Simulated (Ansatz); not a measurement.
Single-point calculation, with input and output: C3H5F3O

C3H5F3O, SMILES FCCOC(F)F, computed with RKS wB97M-V/def2-SVP (Ansatz 0.2.0).

The geometry comes from this level: PBE0-D4/def2-TZVP.

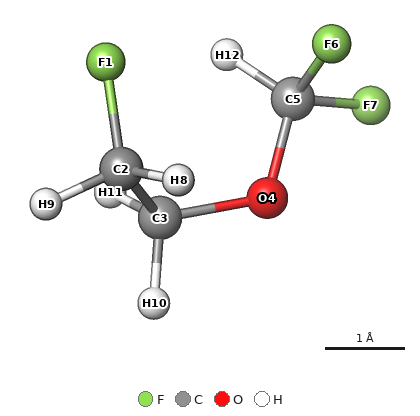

The input geometry (ball-and-stick view, seen at a tilt; atoms are numbered from 1 in the order of the input). Bond lengths as drawn: C–C 1.50 Å, C–F 1.34 to 1.38 Å, C–H 1.09 to 1.10 Å and C–O 1.36 to 1.42 Å.

## Input
```yaml
crystal:
  periodic: [false, false, false]
  atoms:
    - {symbol: F, position_ang: [-1.485382, 0.483526, 1.041195]}
    - {symbol: C, position_ang: [-0.204464, 0.174008, 1.458602]}
    - {symbol: C, position_ang: [0.469327, -0.725438, 0.458586]}
    - {symbol: O, position_ang: [0.915746, -0.067826, -0.712852]}
    - {symbol: C, position_ang: [-0.036395, 0.345995, -1.584452]}
    - {symbol: F, position_ang: [-0.300086, 1.660939, -1.412655]}
    - {symbol: F, position_ang: [0.458696, 0.213138, -2.825879]}
    - {symbol: H, position_ang: [0.349618, 1.108235, 1.580173]}
    - {symbol: H, position_ang: [-0.279486, -0.339492, 2.422300]}
    - {symbol: H, position_ang: [1.369269, -1.146940, 0.910038]}
    - {symbol: H, position_ang: [-0.202665, -1.552852, 0.199407]}
    - {symbol: H, position_ang: [-0.977278, -0.208392, -1.500663]}
basis:
  gaussian: {orbitals: def2-SVP}
hamiltonian: {xc: {name: wB97M-V}}
output: {orbitals: {seedname: orbitals}}
```

Hardware: 4 threads of Arm Neoverse V1, 23 GiB of memory available, shared host.

Command:
```bash
ansatz run in.yaml --threads 4 --pin off --events-out ev --progress --plain --max-ram 11315MiB
```

## What the program printed
```
Functional definition: wB97M-V
  name "wB97M-V"
  cite "Mardirossian & Head-Gordon, J. Chem. Phys. 144, 214110 (2016) doi:10.1063/1.4952647"
  cite "Becke, J. Chem. Phys. 107, 8554 (1997) doi:10.1063/1.475007"
  cite "Vydrov & Van Voorhis, J. Chem. Phys. 133, 244103 (2010) doi:10.1063/1.3521275"
  # Of w^i u^j: cxij and so on, Table III.
  parameter omega = 0.3/bohr
  parameter cx = 0.15
  parameter cx01 = 1.007
  parameter cx10 = 0.259
  parameter css00 = 0.443
  parameter css04 = -1.437
  parameter css10 = -4.535
  parameter css20 = -3.390
  parameter css43 = 4.278
  parameter cos00 = 1.000
  parameter cos10 = 1.358
  parameter cos20 = 2.924
  parameter cos21 = -8.812
  parameter cos60 = -1.390
  parameter cos61 = 9.142
  parameter b = 6.0
  parameter c = 0.01
  gx(w, u) = 1 - cx + cx01*u + cx10*w
  gss(w, u) = css00 + css04*u^4 + css10*w + css20*w^2 + css43*w^4*u^3
  gos(w, u) = cos00 + cos10*w + (cos20 + cos21*u)*w^2 + (cos60 + cos61*u)*w^6
  exchange = spin_sum(e_x_unif_sr(omega)*gx(b97_w, b97_u_x)) + cx*exact_x_sr(omega) + exact_x_lr(omega)
  correlation = spin_sum(e_c_pw_mod_same_spin*gss(b97_w, b97_u_same))
      + integral(e_c_pw_mod_opposite_spin*gos(b97_w_opposite, b97_u_opposite)) + vv10(b, c)
1351 factors; their error is unknown
278 factors; integrals over basis functions are off by at most 4.9e-6 eV
mean field evaluation 1: about -13372.1108 eV, gradient 4.4e1 eV
mean field evaluation 2: about -13372.9537 eV, gradient 4.2e1 eV
mean field evaluation 4: about -13375.5087 eV, gradient 1.2e0 eV
mean field evaluation 8: about -13375.5153 eV, gradient 2.9e-2 eV
mean field evaluation 16: about -13375.4837 eV, gradient 8.2e-5 eV
mean field -13375.48368483 eV, -491.5399591890 hartree, gradient 2.2e-5 eV, S^2 0.000000; 0 other end points of the search recorded, 0 dependent functions left out
reference -13375.48371776 eV, -491.5399603994 hartree; 29, 29 occupied and 94, 94 virtual orbitals, 1351 factors
Total energy: -13375.48371776 eV, -491.5399603994 hartree
```

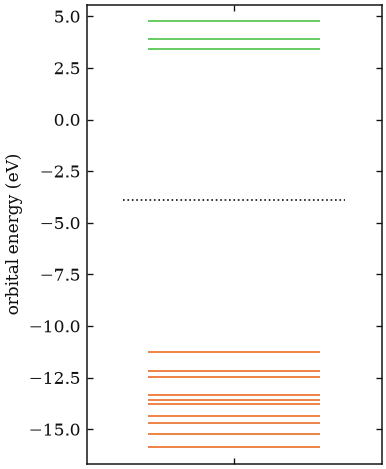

Orbital energies near the frontier; the dotted line parts filled from empty levels, and levels within 0.02 eV of each other stand side by side. Highest filled −11.27 eV, lowest empty 3.43 eV, 14.70 eV apart.

## Results in brief

- outcome: converged
- total energy: −13375.4837 eV
- SCF solution under orbital rotations: stable
- HOMO: −11.27 eV
- LUMO: 3.43 eV
- wall time: 7 s (CPU time 26 s)
- peak memory: 0.4 GiB
